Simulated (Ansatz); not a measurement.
# linear Ta chain under tension and compression

Does stretching change the magnetism or the channel count of the linear Ta chain?

Program: Ansatz 0.2.0. Level of theory: DFT PBE, plane waves, PAW; relaxation of a chain's period, in the first sound run; inputs show where later runs differ. Results are calculated unless marked as measured.

## Step 1: The starting structure

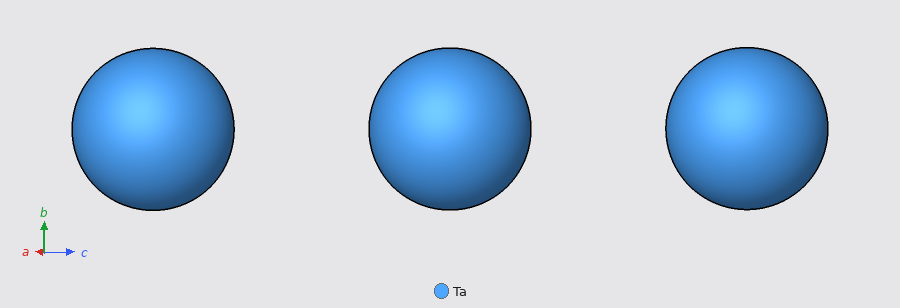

The starting structure, seen from the side, with the c axis across the page (tantalum blue). 1×1×2 cells are drawn. Some periodic images of atoms are drawn too.

The cell holds 1 atom: 1 Ta. Its edges and angles: a = 7.500 Å, b = 7.500 Å, c = 3.162 Å, α = 90.0°, β = 90.0°, γ = 90.0°. Vacuum lies along a and b. The structure's axis is c.

Coordinates:

```cif
data_structure
_symmetry_space_group_name_H-M 'P 1'
_symmetry_Int_Tables_number 1
_cell_length_a 7.5000
_cell_length_b 7.5000
_cell_length_c 3.1620
_cell_angle_alpha 90.000
_cell_angle_beta 90.000
_cell_angle_gamma 90.000
_cell_volume 177.86
loop_
_atom_site_label
_atom_site_type_symbol
_atom_site_fract_x
_atom_site_fract_y
_atom_site_fract_z
_atom_site_occupancy
Ta1 Ta 0.50000 0.50000 0.00000 1
```

## Step 2: The relaxed wire

Band widths follow the bond lengths, so the chain is relaxed first. The atoms and the third cell vector are free; the box across stays fixed as vacuum. Moments are seeded so that a magnetic state can form if it lies lower. A Fermi-Dirac smearing is set since the result may be a metal. The pressure printed is a third of the stress's trace over the whole box, vacuum included; only the stress along the axis is relaxed.

input.yaml reads:

```yaml
crystal:
  lattice:
    - [7.5, 0.0, 0.0]
    - [0.0, 7.5, 0.0]
    - [0.0, 0.0, 3.162]
  atoms:
    - { symbol: Ta, position: [0.5, 0.5, 0.0], spin: 2.0 }
magnetization:
  spin_polarized: true
kpoints:
  mp_grid: { grid: [1, 1, 26] }
scf:
  occupations: { method: fermi_dirac, width: 0.05 }
hamiltonian:
  xc: pbe
relax:
  cell: { fix: [a, b, alpha, beta, gamma] }
  max_steps: 60
```

Launch:

```
$ ansatz run input.yaml --threads 4 --pin off --max-ram 8192MiB --backend cpu --events-out ev --progress --plain --runs-dir out
```

Numbers of over 12 decimals in the logs are rounded to 6 here.

Log:

```text
Engine: ansatz 0.2.0, aarch64-unknown-linux-gnu
Pseudopotentials: kind: paw
Pseudopotential: Ta, paw, valence charge 13, recommended cutoff 420 eV (normal), Ta.paw.azcp
Functional definition: PBE
  parameter kappa = 0.804
  parameter beta = 0.066725
  exchange = pbe_x(kappa = kappa, mu = beta*pi^2/3)
  correlation = pbe_c(beta = beta)
Crystal: 1 atoms, lattice volume = 177.862 Å³
Basis set: ecut = 420 eV, 3507 PW (Γ), exchange–correlation on 108×108×48 points (8 copies of the dense FFT grid, shifted against one another)
Bands: 12, of which v1, the nominal top of the filled ones, is band 7 counted from 1 (6 counted from 0)
Symmetry: 16 space group operations
Space group: P4/mmm (ITA 123), of the structure as read, at distance tolerance 5.6e-5 Å
Magnetic group: BNS 123.339 (UNI 999), of the structure as read, at distance tolerance 5.6e-5 Å
k-points: 14 of 26
Non-local potential: Ta, projectors of the file, l = 0: 3, l = 1: 2, l = 2: 2, l = 3: 1
PAW form: soft (Blöchl's): semilocal exchange-correlation on the pseudo side does not see the compensation charge
PAW one-centre angular grid: Ta, 590 points (default); XC on 64 Gauss nodes
Initial density: superposition of atomic densities (neutral atoms: chi_scale 0, normalization atom)
Starting moments: Σ|m| = 2 μB on 1 of 1 site
Initial wavefunctions: pseudopotential atomic-orbital guess
Functional: x = pbe(κ = 0.804, μ = 0.219515), c = pbe(β = 0.066725)
SCF iter   1: F=—  HF=-9925.760650 eV  |F-HF|=—  |Δ(HF+E_count)|=         —  Δρ=8.31e-3 (↑5.11e-3 ↓8.31e-3)  dr2=4.31e-1  dr2_m=2.22e-2  M=2.386 μB ∫|m|=2.386 μB  β_m=0.30  ethr=3.10e-3  ⟨swp⟩=5.4  Hψ=1782  notcnv=0
Mixer restart at iter 1: flushing history
preconditioner: auto → LDOS  [metal: Δε(μ)=0.030 eV  Ē_g=3.083 eV  σ=0.050 eV  W_gap=0.15  n_scr=12 (ndim 8)  ℏωp=6.2 eV  f_vac=0.576  D(μ)=5.28/eV (n_scr^D=38)]
spin=Collinear: LDOS preconditioning applied to the charge; magnetization (m = ρ↑ − ρ↓) channel mixes plain (no charge-response kernel on spin).
SCF iter   2: F=—  HF=-9925.756014 eV  |F-HF|=—  |Δ(HF+E_count)|=   4.64e-3  Δρ=6.27e-3 (↑3.86e-3 ↓6.27e-3)  dr2=2.18e-1  dr2_m=1.82e-2  M=2.487 μB ∫|m|=2.487 μB  β_m=0.62  ethr=3.10e-3  ⟨swp⟩=1.4  Hψ=581  notcnv=0
SCF iter   3: F=—  HF=-9925.908426 eV  |F-HF|=—  |Δ(HF+E_count)|=         —  Δρ=9.58e-3 (↑9.58e-3 ↓9.04e-3)  dr2=6.07e-2  dr2_m=1.17e-1  M=3.514 μB ∫|m|=3.514 μB  β_m=0.62  ethr=1.67e-3  ⟨swp⟩=2.2  Hψ=554  notcnv=0  defer=4
Mixer restart at iter 3: flushing history
SCF iter   4: F=—  HF=-9925.952567 eV  |F-HF|=—  |Δ(HF+E_count)|=   4.41e-2  Δρ=4.83e-3 (↑4.83e-3 ↓3.95e-3)  dr2=1.98e-2  dr2_m=2.70e-2  M=3.644 μB ∫|m|=3.644 μB  β_m=0.81  ethr=4.67e-4  ⟨swp⟩=2.5  Hψ=669  notcnv=0  defer=4
SCF iter   5: F=—  HF=-9925.982927 eV  |F-HF|=—  |Δ(HF+E_count)|=   3.04e-2  Δρ=9.15e-4 (↑9.15e-4 ↓6.07e-4)  dr2=9.32e-4  dr2_m=7.00e-4  M=3.692 μB ∫|m|=3.692 μB  β_m=0.80  ethr=1.52e-4  ⟨swp⟩=3.0  Hψ=660  notcnv=0  defer=4
SCF iter   6: F=—  HF=-9925.983820 eV  |F-HF|=—  |Δ(HF+E_count)|=   8.94e-4  Δρ=2.38e-4 (↑2.38e-4 ↓2.36e-4)  dr2=2.20e-4  dr2_m=6.44e-5  M=3.692 μB ∫|m|=3.692 μB  β_m=0.90  ethr=7.17e-6  ⟨swp⟩=2.7  Hψ=650  notcnv=0  defer=5
SCF iter   7: F=—  HF=-9925.984236 eV  |F-HF|=—  |Δ(HF+E_count)|=   4.16e-4  Δρ=8.75e-5 (↑8.75e-5 ↓5.55e-5)  dr2=2.09e-5  dr2_m=5.39e-6  M=3.692 μB ∫|m|=3.692 μB  β_m=0.91  ethr=1.70e-6  ⟨swp⟩=2.4  Hψ=533  notcnv=0  defer=6
SCF iter   8: F=—  HF=-9925.984266 eV  |F-HF|=—  |Δ(HF+E_count)|=   2.98e-5  Δρ=1.20e-5 (↑1.20e-5 ↓8.38e-6)  dr2=2.64e-7  dr2_m=1.27e-7  M=3.693 μB ∫|m|=3.693 μB  β_m=0.96  ethr=1.60e-7  ⟨swp⟩=2.3  Hψ=506  notcnv=0  defer=6
SCF iter   9: F=—  HF=-9925.984267 eV  |F-HF|=—  |Δ(HF+E_count)|=   1.03e-6  Δρ=1.83e-6 (↑1.71e-6 ↓1.83e-6)  dr2=4.28e-9  dr2_m=2.58e-9  M=3.693 μB ∫|m|=3.693 μB  β_m=0.98  ethr=2.03e-9  ⟨swp⟩=2.7  Hψ=573  notcnv=0  defer=6
SCF iter  10: F=-9925.984267 eV  HF=-9925.984267 eV  |F-HF|=1.03e-9  |Δ(HF+E_count)|=   5.91e-8  Δρ=7.54e-7 (↑7.54e-7 ↓4.14e-7)  dr2=3.87e-10  dr2_m=4.86e-10  M=3.693 μB ∫|m|=3.693 μB  ethr=3.29e-11  ⟨swp⟩=1.4  Hψ=1035  notcnv=0
SCF 1 converged in 10 iterations: F = -9925.984267 eV  dr2 = 3.87e-10
  greatest PAW one-centre occupation: 0.999 electrons in one spin orbital (limit 2), on the Ta atom at site 0 (counted from 0), in its partial waves of l = 0
relax step   1: F+E_penalty+E_count = -9925.98426687 eV  Δ(F+E_penalty+E_count) = +0.000e0 eV  max|allowed force component| = 0.000e0 eV/Å  Δτ_max = 0.0000 Å  P = -1.387 GPa  Ω = 177.862 Å³  fix = [a, b, alpha, beta, gamma]  reactions: a -0.205, b -0.205 GPa  (10 SCF iters, dr2 threshold 1.00e-7 eV, accepted)
Crystal: 1 atoms, lattice volume = 169.192 Å³
Basis set: ecut = 420 eV, 3315 PW (Γ), exchange–correlation on 108×108×48 points (8 copies of the dense FFT grid, shifted against one another)
Initial density: handed on by an earlier stage of this run
Starting moments: Σ|m| = 2 μB on 1 of 1 site; this step starts from the density that it was given
Initial wavefunctions: those handed on with the density
iter 1 solved again at ethr=1.15e-4 eV; its pass at ethr=3.10e-3 eV (dr2=1.50e-2 eV) is discarded
SCF iter   1: F=—  HF=-9926.164573 eV  |F-HF|=—  |Δ(HF+E_count)|=         —  Δρ=2.66e-3 (↑2.66e-3 ↓2.30e-3)  dr2=1.53e-2  dr2_m=7.14e-3  M=3.522 μB ∫|m|=3.522 μB  β_m=0.30  ethr=1.15e-4  ⟨swp⟩=1.0  Hψ=2445  notcnv=0
preconditioner: auto → LDOS  [metal: Δε(μ)=0.059 eV  Ē_g=3.639 eV  σ=0.050 eV  W_gap=0.27  n_scr=12 (ndim 8)  ℏωp=6.4 eV  f_vac=0.590  D(μ)=3.54/eV (n_scr^D=20)]
spin=Collinear: LDOS preconditioning applied to the charge; magnetization (m = ρ↑ − ρ↓) channel mixes plain (no charge-response kernel on spin).
SCF iter   2: F=—  HF=-9926.162776 eV  |F-HF|=—  |Δ(HF+E_count)|=   1.80e-3  Δρ=1.68e-3 (↑1.68e-3 ↓1.28e-3)  dr2=5.73e-3  dr2_m=2.60e-3  M=3.555 μB ∫|m|=3.555 μB  β_m=0.51  ethr=1.15e-4  ⟨swp⟩=1.5  Hψ=423  notcnv=0
SCF iter   3: F=—  HF=-9926.162562 eV  |F-HF|=—  |Δ(HF+E_count)|=   2.14e-4  Δρ=4.55e-4 (↑4.55e-4 ↓3.85e-4)  dr2=2.51e-4  dr2_m=1.65e-4  M=3.617 μB ∫|m|=3.617 μB  β_m=0.76  ethr=4.41e-5  ⟨swp⟩=2.1  Hψ=507  notcnv=0
SCF iter   4: F=—  HF=-9926.163900 eV  |F-HF|=—  |Δ(HF+E_count)|=   1.34e-3  Δρ=1.52e-4 (↑1.52e-4 ↓1.42e-4)  dr2=2.28e-5  dr2_m=2.63e-5  M=3.641 μB ∫|m|=3.641 μB  β_m=0.88  ethr=1.93e-6  ⟨swp⟩=2.1  Hψ=595  notcnv=0
SCF iter   5: F=—  HF=-9926.163968 eV  |F-HF|=—  |Δ(HF+E_count)|=   6.84e-5  Δρ=3.66e-5 (↑3.66e-5 ↓2.82e-5)  dr2=4.30e-6  dr2_m=7.19e-7  M=3.649 μB ∫|m|=3.649 μB  β_m=0.91  ethr=1.75e-7  ⟨swp⟩=2.5  Hψ=543  notcnv=0
[...]
SCF iter   8: F=—  HF=-9926.426593 eV  |F-HF|=—  |Δ(HF+E_count)|=   5.89e-6  Δρ=1.36e-5 (↑1.12e-5 ↓1.36e-5)  dr2=2.52e-7  dr2_m=1.78e-7  M=2.075 μB ∫|m|=2.075 μB  β_m=0.99  ethr=3.40e-8  ⟨swp⟩=2.0  Hψ=592  notcnv=0  defer=1
iter 9 did not close the SCF: its close was put off for a magnetic moment that had not settled (scf_convergence_deferred on its scf_iter line)
SCF iter   9: F=-9926.426594 eV  HF=-9926.426594 eV  |F-HF|=2.60e-10  |Δ(HF+E_count)|=   4.80e-7  Δρ=2.44e-6 (↑1.53e-6 ↓2.44e-6)  dr2=1.10e-8  dr2_m=2.94e-9  M=2.077 μB ∫|m|=2.077 μB  β_m=1.00  ethr=7.69e-10  ⟨swp⟩=3.0  Hψ=1253  notcnv=0
SCF iter  10: F=-9926.426594 eV  HF=-9926.426594 eV  |F-HF|=1.45e-9  |Δ(HF+E_count)|=   1.47e-8  Δρ=7.82e-7 (↑7.82e-7 ↓3.37e-7)  dr2=9.31e-10  dr2_m=3.09e-10  M=2.077 μB ∫|m|=2.077 μB  ethr=8.44e-11  ⟨swp⟩=1.9  Hψ=1086  notcnv=0
SCF 3 converged in 10 iterations: F = -9926.426594 eV  dr2 = 9.31e-10
relax step   3: F+E_penalty+E_count = -9926.42659354 eV  Δ(F+E_penalty+E_count) = -2.626e-1 eV  max|allowed force component| = 0.000e0 eV/Å  Δτ_max = 0.0000 Å  P = -2.116 GPa  Ω = 160.521 Å³  energy of the carried Pulay correction = +5.181e-4 eV  fix = [a, b, alpha, beta, gamma]  reactions: a -0.232, b -0.232 GPa  (10 SCF iters, dr2 threshold 1.00e-7 eV, accepted)
[...]
relax step   4: F+E_penalty+E_count = -9926.77628221 eV  Δ(F+E_penalty+E_count) = -3.497e-1 eV  max|allowed force component| = 0.000e0 eV/Å  Δτ_max = 0.0000 Å  P = -2.212 GPa  Ω = 151.850 Å³  energy of the carried Pulay correction = +7.978e-4 eV  fix = [a, b, alpha, beta, gamma]  reactions: a -0.275, b -0.275 GPa  (8 SCF iters, dr2 threshold 1.00e-7 eV, accepted)
[...]
relax step   5: F+E_penalty+E_count = -9927.05178889 eV  Δ(F+E_penalty+E_count) = -2.755e-1 eV  max|allowed force component| = 0.000e0 eV/Å  Δτ_max = 0.0000 Å  P = -1.420 GPa  Ω = 143.179 Å³  energy of the carried Pulay correction = +1.093e-3 eV  fix = [a, b, alpha, beta, gamma]  reactions: a -0.286, b -0.286 GPa  (9 SCF iters, dr2 threshold 1.00e-7 eV, accepted)
[...]
relax step   6: F+E_penalty+E_count = -9927.12878056 eV  Δ(F+E_penalty+E_count) = -7.699e-2 eV  max|allowed force component| = 0.000e0 eV/Å  Δτ_max = 0.0000 Å  P = +0.254 GPa  Ω = 134.509 Å³  energy of the carried Pulay correction = +1.404e-3 eV  fix = [a, b, alpha, beta, gamma]  reactions: a -0.289, b -0.289 GPa  (7 SCF iters, dr2 threshold 1.00e-7 eV, accepted)
[...]
relax step   7: F+E_penalty+E_count = -9927.13658422 eV  Δ(F+E_penalty+E_count) = -7.804e-3 eV  max|allowed force component| = 0.000e0 eV/Å  Δτ_max = 0.0000 Å  P = -0.175 GPa  Ω = 136.329 Å³  energy of the carried Pulay correction = +1.337e-3 eV  fix = [a, b, alpha, beta, gamma]  reactions: a -0.287, b -0.287 GPa  (7 SCF iters, dr2 threshold 1.00e-7 eV, accepted)
Basis set: ecut = 420 eV, 2633 PW (Γ), exchange–correlation on 108×108×36 points (8 copies of the dense FFT grid, shifted against one another)
Initial wavefunctions: pseudopotential atomic-orbital guess (no wavefunctions were taken with the density)
iter 1 solved again at ethr=1.01e-7 eV; its pass at ethr=3.10e-3 eV (dr2=1.31e-5 eV) is discarded
SCF iter   1: F=—  HF=-9927.136186 eV  |F-HF|=—  |Δ(HF+E_count)|=         —  Δρ=2.38e-5 (↑2.38e-5 ↓2.05e-5)  dr2=2.77e-7  dr2_m=1.56e-8  M=1.141 μB ∫|m|=1.141 μB  β_m=0.65  ethr=1.01e-7  ⟨swp⟩=3.8  Hψ=3063  notcnv=0
preconditioner: auto → none  [insulator: Δε(μ)=0.145 eV  Ē_g=4.506 eV  σ=0.050 eV  W_gap=0.55  n_scr=12 (ndim 8)  ℏωp=7.1 eV  f_vac=0.590  D(μ)=1.81/eV (n_scr^D=8)  ε∞_Penn≈3.5]
SCF iter   2: F=—  HF=-9927.136186 eV  |F-HF|=—  |Δ(HF+E_count)|=   4.21e-8  Δρ=8.28e-6 (↑8.28e-6 ↓7.07e-6)  dr2=3.10e-8  dr2_m=2.07e-9  M=1.141 μB ∫|m|=1.141 μB  β_m=0.63  ethr=2.13e-9  ⟨swp⟩=2.9  Hψ=515  notcnv=0
SCF iter   3: F=—  HF=-9927.136186 eV  |F-HF|=—  |Δ(HF+E_count)|=   1.30e-7  Δρ=6.53e-7 (↑6.53e-7 ↓5.50e-7)  dr2=2.94e-10  dr2_m=2.29e-11  M=1.141 μB ∫|m|=1.141 μB  β_m=0.62  ethr=2.39e-10  ⟨swp⟩=2.2  Hψ=468  notcnv=0
SCF iter   4: F=—  HF=-9927.136186 eV  |F-HF|=—  |Δ(HF+E_count)|=  2.46e-10  Δρ=1.74e-7 (↑1.74e-7 ↓1.50e-7)  dr2=4.14e-11  dr2_m=5.58e-12  M=1.141 μB ∫|m|=1.141 μB  β_m=0.74  ethr=2.26e-12  ⟨swp⟩=2.2  Hψ=506  notcnv=0
SCF iter   5: F=—  HF=-9927.136186 eV  |F-HF|=—  |Δ(HF+E_count)|=  2.51e-10  Δρ=4.82e-8 (↑4.82e-8 ↓2.95e-8)  dr2=2.08e-12  dr2_m=1.35e-12  M=1.141 μB ∫|m|=1.141 μB  β_m=0.82  ethr=1.00e-12  ⟨swp⟩=2.2  Hψ=428  notcnv=0
SCF iter   6: F=-9927.136186 eV  HF=-9927.136186 eV  |F-HF|=7.28e-12  |Δ(HF+E_count)|=  3.82e-11  Δρ=3.15e-8 (↑3.15e-8 ↓1.33e-8)  dr2=3.02e-12  dr2_m=4.21e-13  M=1.141 μB ∫|m|=1.141 μB  ethr=1.00e-12  ⟨swp⟩=4.1  Hψ=1240  notcnv=0
SCF 8 converged in 6 iterations: F = -9927.136186 eV  dr2 = 3.02e-12
relax step   8: F+E_penalty+E_count = -9927.13618612 eV  Δ(F+E_penalty+E_count) = +3.981e-4 eV  max|allowed force component| = 0.000e0 eV/Å  Δτ_max = 0.0000 Å  P = -0.178 GPa  Ω = 136.329 Å³  fix = [a, b, alpha, beta, gamma]  reactions: a -0.289, b -0.289 GPa  stress off target by 4.25e-2 GPa on what of the cell is left free  SCF on the basis re-selected at this cell (its energy is not comparable with the rows above)  (6 SCF iters)
basis re-selected at this cell: Δ(F+E_penalty+E_count) = +3.981e-4 eV, ΔP = -0.003 GPa vs the last step (what re-selecting the basis moved, of the pressure what is left beyond the Pulay correction that the steps carried, after the strain that the cell walked since its last selection, with what the two solves' SCF thresholds leave and, on support functions, any second-order correction that the steps lacked; it is no measure of the basis error at this ecutwfc). The dense FFT grid was sized anew with the basis: this SCF ran on 54×54×18 points, the steps before it on 54×54×24, so part of this shift can come from that change (see relax.cell in the input reference). [rest of the remark cut]
SCF converged after 6 iterations
Magnetization: 1.1412 μB (7.0706 up, 5.9294 down)
Absolute magnetization: 1.1413 μB (∫|ρ↑−ρ↓|, with the PAW one-centre terms)
Spin contamination: 0.0019 ħ² per cell (⟨S²⟩ above its minimum at these occupations)
Per-site moments (μB) at R_I (Å): [(0.487218, 0.999746)]
Free energy (F): -9927.136186 eV
Harris-Foulkes:  -9927.136186 eV  (|F-HF|=7.28e-12)
Internal energy: -9927.120313 eV  (E = F + TS)
E sigma→0 (E₀):  -9927.128250 eV
Entropy (-TS):   -0.015873 eV (-15.873 meV/atom)
Fermi energy:    -0.842350 eV
--- Per-component energies (eV) ---
  E_band       = -361.044198
  E_kinetic    = 363.417724
  E_local      = -2366.705871  (includes V_loc(G=0)·N_el)
  E_nonlocal   = 17.154312
  E_hartree    = 968.063960
  E_xc         = -214.317450
  E_vxc        = -198.446754  (∫ρ·V_xc dr)
  E_paw        = -8396.692600  (= ΣΔE_a)
  E_vpaw       = -112.591781  (= ΣTr[D̂ρ^β])
  E_aug_tail   = 0.000158  (compensation charges beyond the density's cutoff)
  E_ewald      = -298.040546
  E_smearing   = -0.015873  (= −TS)
  E_closure    = -0.000000  (closes the sum)
  Σ components = -9927.136186   (vs F -9927.136186, Δ=0.00e0)
--- Forces (eV/Å), atoms counted from 1 ---
  atom   1  Ta     0.00000000     0.00000000     0.00000000
  max |Σ_I F_I| component: 1.01e-28 eV/Å
--- Stress (GPa, compression-positive) ---
       -0.288971       0.000000       0.000000
        0.000000      -0.288971       0.000000
        0.000000       0.000000       0.042456
  P = ⅓ Tr σ = -0.1785 GPa (-1.785 kbar)
--- Relaxed structure (7 steps of the walk, 7 accepted, 1 SCFs on fresh bases) ---
  F+E_penalty+E_count = -9927.13618612 eV   max|allowed force component| = 0.000e0 eV/Å   (the final SCF, on the basis selected at the relaxed cell)
  cell:  # Å, volume = 136.3290 Å³
    - [7.5, 0.0, 0.0]
    - [0.0, 7.5, 0.0]
    - [0.0, 0.0, 2.423627]
  atoms:
    - { symbol: Ta, position: [0.5, 0.5, 0.0] }
```

Wall time 10 s (4 threads of Arm Neoverse V2, shared host); peak memory 0.43 GiB; 35 s of CPU time.

Relaxation path:

```csv
step,energy less that of the first step (eV),largest force component (eV/Å),pressure (GPa),volume (Å³)
1,0.0000,0.0000,-1.39,177.86
2,-0.1797,0.0000,-1.09,169.19
3,-0.4423,0.0000,-2.12,160.52
4,-0.7920,0.0000,-2.21,151.85
5,-1.0675,0.0000,-1.42,143.18
6,-1.1445,0.0000,0.25,134.51
7,-1.1523,0.0000,-0.18,136.33
8*,-1.1519,0.0000,-0.18,136.33
```

Relaxation steps marked * repeat the geometry before them on a plane-wave basis chosen anew for their cell, so energy and pressure can jump there.

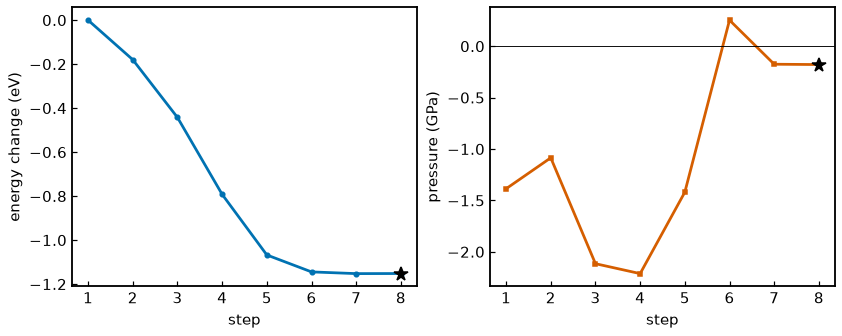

Energy and pressure along the relaxation. Stars mark steps on a basis chosen anew.

```csv
cell as run,before,after,change
c (Å),3.162,2.424,-23.4 %
```

Final coordinates:

```xyz
1
Lattice="7.5000 0.0000 0.0000 0.0000 7.5000 0.0000 0.0000 0.0000 2.4236" Properties=species:S:1:pos:R:3
Ta    3.7500    3.7500    0.0000
```

This step gave:

| Quantity | Value |
| --- | --- |
| energy at zero smearing | -9927.1282 eV |
| total moment | 1.141 μB |
| absolute moment | 1.141 μB |
| cell length along the wire | 2.424 Å |

Site moment by atom:

```csv
atom,site moment (μB)
Ta1,0.487
```

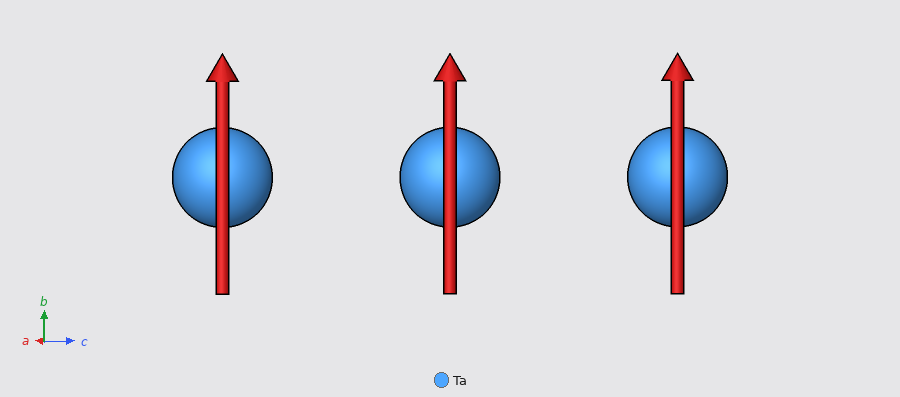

Site moment as arrows, the longest 0.487 μB. Up and down stand for the sign. Arrows give size and sign along the axis of quantisation, drawn up and down the page. 1×1×2 cells are drawn. Some periodic images of atoms are drawn too.

The cell's length comes to 2.424 Å with an absolute moment of 1.14 μB a cell. That is -23 % against the start, more than a small adjustment.

[end of part 1 of 3]

[Logs are printed without paths, hosts, clocks, repeated set-up lines and the standing remarks that a program may print on its own settings, such as how far it seeks lower states.]

[Hosts, paths, dates, database ids (printed as entryN), source tags and the programs' standing remarks are cut or masked in the printed files.]
